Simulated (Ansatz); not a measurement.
**BCl2F···H2: density, localisation and related maps**

```yaml
atoms:
  - { symbol: B, position_ang: [0.0017, 0.2735, 0.0033] }
  - { symbol: F, position_ang: [0.0036, 0.4945, 1.3090] }
  - { symbol: Cl, position_ang: [1.5316, 0.2187, -0.8610] }
  - { symbol: Cl, position_ang: [-1.5306, 0.1448, -0.8494] }
  - { symbol: H, position_ang: [0.0458, -2.0214, 0.6939] }
  - { symbol: H, position_ang: [0.0593, -1.6360, 1.2984] }
```

Not at a stationary point (largest force 1.8 eV/Å).

Computed with Ansatz, RKS B3LYP-D4/cc-pVDZ.

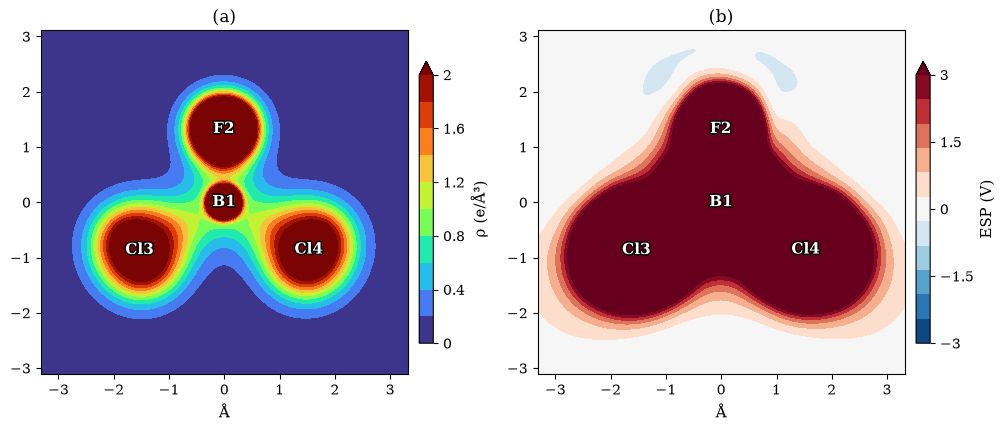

Figure 1. (a) total electron density; (b) electrostatic potential on the plane of atoms F2, B1 and Cl3.

**Describe what can be read from this map.**

- Atoms in the plane: B, F and Cl.
- B–F (1.32 Å): the density is about 2.1 e/Å³ at the midpoint.
- B–Cl (1.76 Å): ρ is about 1.3 e/Å³ halfway.
- Outside the dense part of the complex the potential is most negative (−0.3 V) near F2.

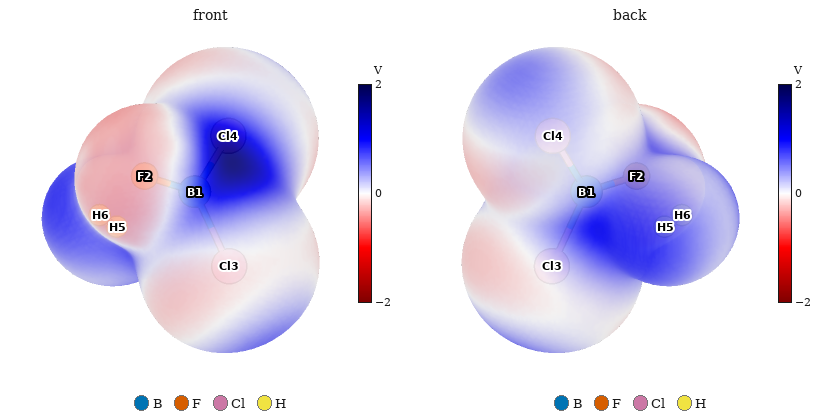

Figure 2. The molecular electrostatic potential painted on the density surface at 0.002 e/bohr³, seen from the front and from behind; red is negative and blue positive.

**Describe the electrostatic potential map.**

The most negative region (about −0.3 V) lies over F2, the most positive (about +1.6 V) over B1. Cl3 shows a σ-hole: about +0.5 V at the tip opposite its bond, against about −0.1 V on its flanks. Cl4 shows a σ-hole: about +0.5 V at the tip opposite its bond, against about −0.1 V on its flanks.

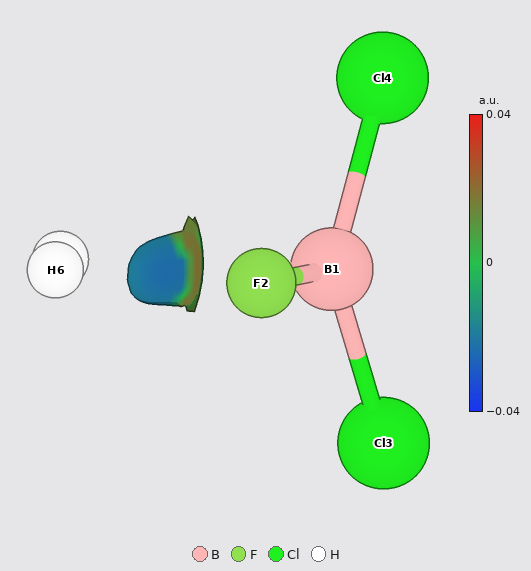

Figure 3. Non-covalent interaction (NCI) plot: the surface where the reduced density gradient is 0.4, for densities under 0.05 a.u., coloured by sign(λ₂)ρ; seen across its widest extent.

**Which non-covalent interactions does the plot reveal?**

H6···B1 (2.3 Å): an attractive contact (blue).
